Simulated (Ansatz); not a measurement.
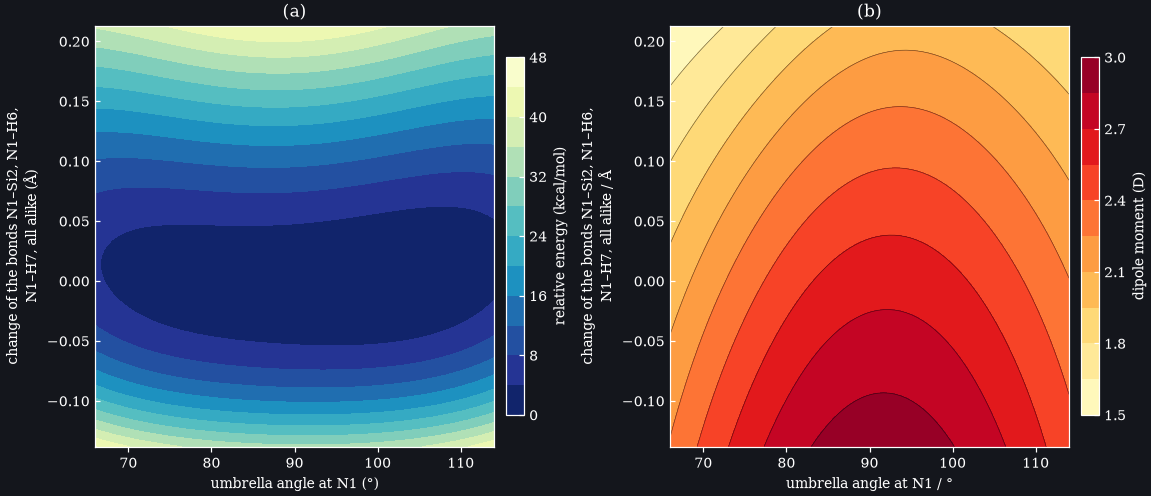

BrCl2H2NSi, SMILES N[Si](Cl)(Cl)Br. 
- First axis: umbrella angle at N1 (between each of its bonds and their common axis; 90 is planar). Second axis: change of the bonds N1–Si2, N1–H6, N1–H7, all alike.
- Nothing is relaxed (all other coordinates rigid).
- The scan uses a 15 × 15 grid.
- Points are written as (first, second).
- Energies are in kcal/mol, from the relaxed molecule at the same level.
- Method: RKS PBE-D4/def2-SVP in Ansatz 0.2.0.

Panel (a) is the energy; panel (b) is the computed dipole moment, in D.

The picture shows filled contours. Between grid points the surface is interpolated.

**How does the dipole moment vary over the map, and what is it at the lowest grid point?**

Leaving out the highest fifth of the energies, it runs from 1.65 D at (66.0°, 0.163 Å) to 2.89 D at (90.0°, −0.113 Å). At the lowest grid point, (103.7°, 0.013 Å), it is 2.49 D.

```csv
"second ↓, first →",66.0,69.4,72.9,76.3,79.7,83.1,86.6,90.0,93.4,96.9,100.3,103.7,107.1,110.6,114.0
0.213,1.53,1.59,1.66,1.74,1.82,1.90,1.97,2.01,2.03,2.03,2.00,1.96,1.92,1.87,1.82
0.188,1.59,1.66,1.74,1.82,1.91,1.99,2.05,2.10,2.11,2.11,2.08,2.04,1.99,1.93,1.88
0.163,1.65,1.73,1.82,1.91,2.00,2.08,2.14,2.18,2.20,2.19,2.16,2.11,2.06,1.99,1.93
0.138,1.71,1.80,1.89,1.99,2.08,2.16,2.22,2.26,2.27,2.26,2.23,2.18,2.12,2.05,1.99
0.113,1.77,1.86,1.97,2.06,2.16,2.24,2.30,2.34,2.35,2.33,2.30,2.25,2.18,2.11,2.04
0.088,1.83,1.93,2.03,2.14,2.23,2.31,2.37,2.41,2.42,2.40,2.37,2.31,2.24,2.17,2.09
0.063,1.88,1.99,2.10,2.21,2.30,2.38,2.44,2.48,2.49,2.47,2.43,2.37,2.30,2.22,2.14
0.038,1.94,2.05,2.17,2.27,2.37,2.45,2.51,2.54,2.55,2.53,2.49,2.43,2.36,2.27,2.19
0.013,1.99,2.11,2.23,2.34,2.44,2.52,2.57,2.61,2.61,2.59,2.55,2.49,2.41,2.32,2.23
−0.013,2.04,2.16,2.29,2.40,2.50,2.58,2.64,2.67,2.67,2.65,2.61,2.54,2.46,2.37,2.28
−0.038,2.09,2.22,2.34,2.46,2.56,2.64,2.70,2.73,2.73,2.71,2.66,2.59,2.51,2.41,2.32
−0.063,2.13,2.27,2.40,2.51,2.62,2.70,2.75,2.78,2.78,2.76,2.71,2.64,2.55,2.46,2.35
−0.088,2.18,2.31,2.45,2.57,2.67,2.75,2.81,2.84,2.84,2.81,2.76,2.69,2.60,2.50,2.39
−0.113,2.22,2.36,2.50,2.62,2.72,2.80,2.86,2.89,2.89,2.86,2.80,2.73,2.64,2.53,2.43
−0.138,2.26,2.41,2.54,2.67,2.77,2.85,2.91,2.94,2.93,2.90,2.85,2.77,2.68,2.57,2.46
```
